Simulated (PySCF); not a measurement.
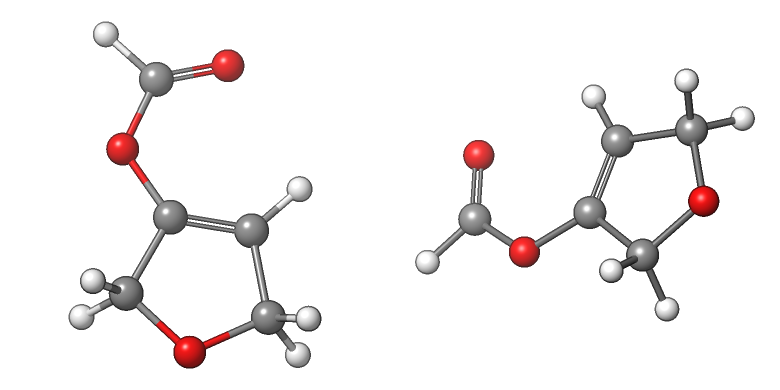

Two views of one molecule. Colours: oxygen red, carbon grey, hydrogen white.

The computed structure is the end point of a GFN2-xTB optimisation. No frequency run is at hand to confirm it as a minimum.

Which formula does it have?

C5H6O3, 14 atoms: 5 carbon, 6 hydrogen and 3 oxygen.

Name functional groups in it.

Among them: ether, ester, alkene.

Describe its rings.

Independent rings (smallest set): 1 of 5 members.

More results for the same structure follow; atom numbers are the same in all pictures, views and colours differ.

### Geometry

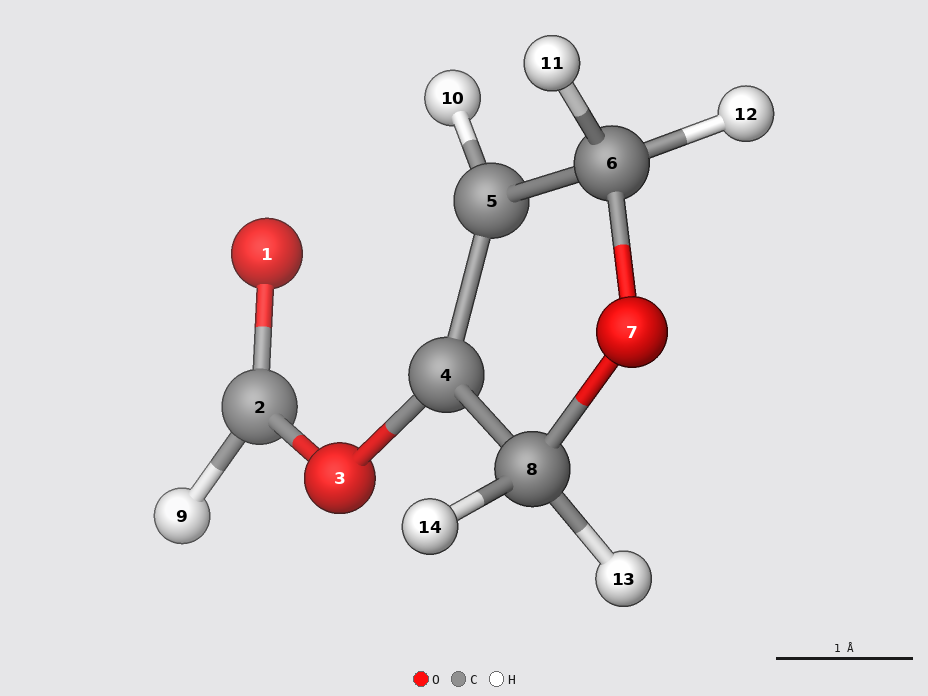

The atoms are numbered. No frequency run is at hand to confirm it as a minimum.

Give the bond lengths.

| bond | length (Å) | order |
| --- | --- | --- |
| O1–C2 | 1.193 | double |
| C2–O3 | 1.330 | single |
| C2–H9 | 1.103 | single |
| O3–C4 | 1.374 | single |
| C4–C5 | 1.326 | double |
| C4–C8 | 1.506 | single |
| C5–C6 | 1.495 | single |
| C5–H10 | 1.072 | single |
| C6–O7 | 1.424 | single |
| C6–H11 | 1.099 | single |
| C6–H12 | 1.098 | single |
| O7–C8 | 1.412 | single |
| C8–H13 | 1.098 | single |
| C8–H14 | 1.099 | single |

### Electronic properties

No frequency run is at hand to confirm it as a minimum. Method: PBE0/def2-SVPD, gas phase (PySCF 2.14.0). Excitations: vertical, linear response.

Estimate the HOMO energy (Kohn–Sham orbital).

−7.01 eV.

What is the lowest vertical singlet excitation?

5.31 eV.

Give the brightest of the 6 lowest singlets at this level.

6.95 eV.

Estimate the dipole moment.

1.04 D.

### Charges

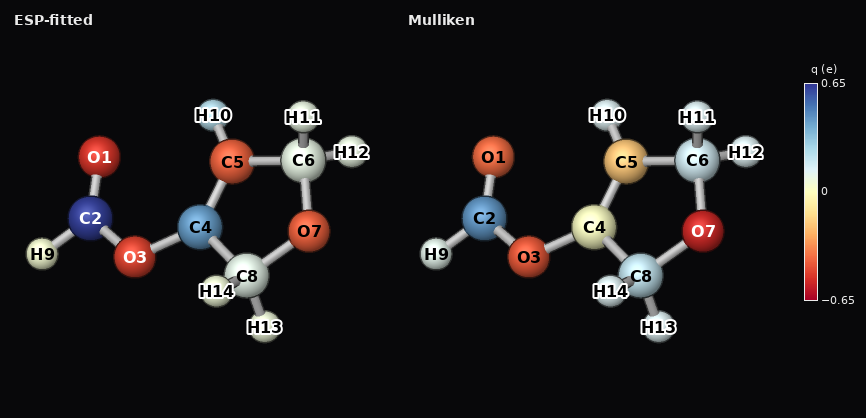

Atomic charges of one calculation by 2 schemes, on one colour scale. No frequency run is at hand to confirm it as a minimum. Method: PBE0/pcSseg-1 (PySCF 2.14.0).

Which scheme gives the most polar picture (largest mean size of the charges)?

The ESP-fitted charges are the largest in size here.

On which atom do the schemes disagree most?

On C4 (from 0.01 to 0.42 e).

List the charges (e), one line for each set of equivalent atoms.

```csv
atom,ESP-fitted,Mulliken
O1,−0.51,−0.39
C2,0.63,0.44
O3,−0.47,−0.43
C4,0.42,0.01
C5,−0.41,−0.19
C6,0.09,0.16
O7,−0.41,−0.54
C8,0.10,0.20
H9,0.04,0.11
H10,0.23,0.12
"H11, H12",0.08,0.12
"H13, H14",0.06,0.13
```

### Ring current

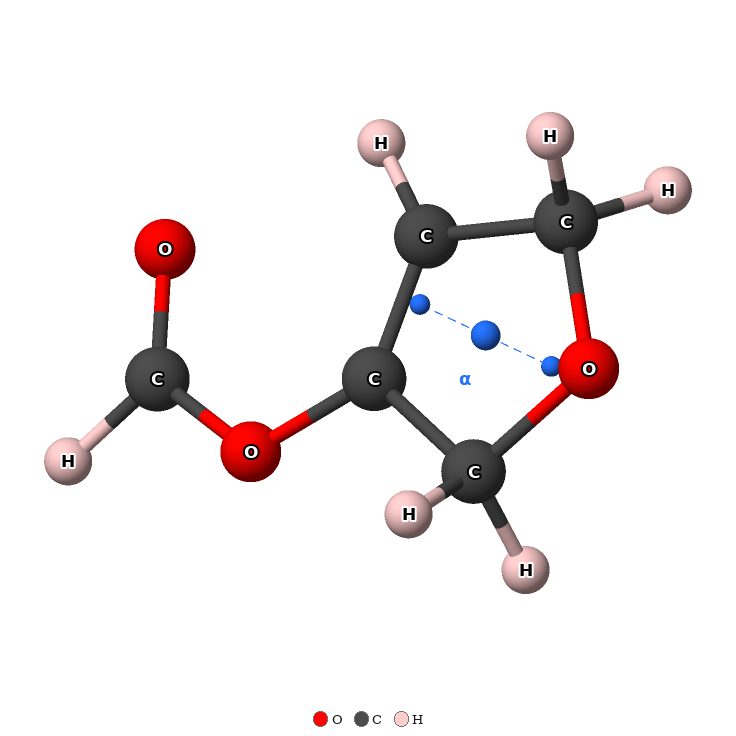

The small points mark where nucleus-independent chemical shifts (NICS) were computed: at the centre of each lettered ring and 1 Å above and below it. No frequency run is at hand to confirm it as a minimum. Method: GIAO PBE0/pcSseg-1 NMR shielding, non-relativistic, gas phase (PySCF 2.14.0).

Give NICS(0), NICS(1) and the out-of-plane component NICS(1)zz for each ring (means of the two sides).

```
ring  members  NICS(0)  NICS(1)  NICS(1)zz
   α      C4O     −5.8     −2.1       −3.2
```

Values in ppm.

What do the values say about the ring currents?

Ring α: weak, as in a non-aromatic ring. NICS is one index among several.

Mulliken values depend strongly on the basis set and can even reverse the polarity of a bond.
